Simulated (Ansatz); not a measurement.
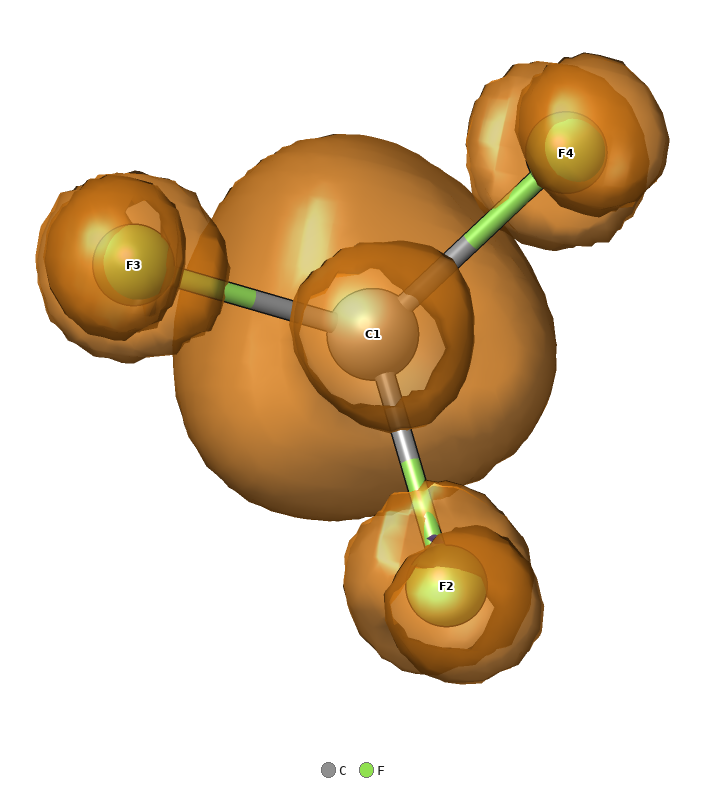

CF3 (SMILES F[C](F)F) (doublet). Isosurfaces of the spin density at +0.04 (orange) and −0.04 e/Å³ (purple), seen across its widest extent.

Geometry: r2SCAN-D4/def2-SVP.

The calculation used isolated molecule in a Gaussian basis; Kohn-Sham density functional theory, functional PBE0 in Ansatz.

```yaml
atoms:
  - { symbol: C, position_ang: [-0.5324, -1.0458, 0.0660] }
  - { symbol: F, position_ang: [-1.0624, -0.7277, -1.0992] }
  - { symbol: F, position_ang: [0.7713, -0.8449, 0.0682] }
  - { symbol: F, position_ang: [-1.1176, -0.3922, 1.0510] }
```

> Which atoms carry the spin?

The unpaired spin (1 electron) lies mostly on C1 (about 0.7), F2 (about 0.1), F3 (about 0.1) and F4 (about 0.1), in electrons by Hirshfeld's partition.
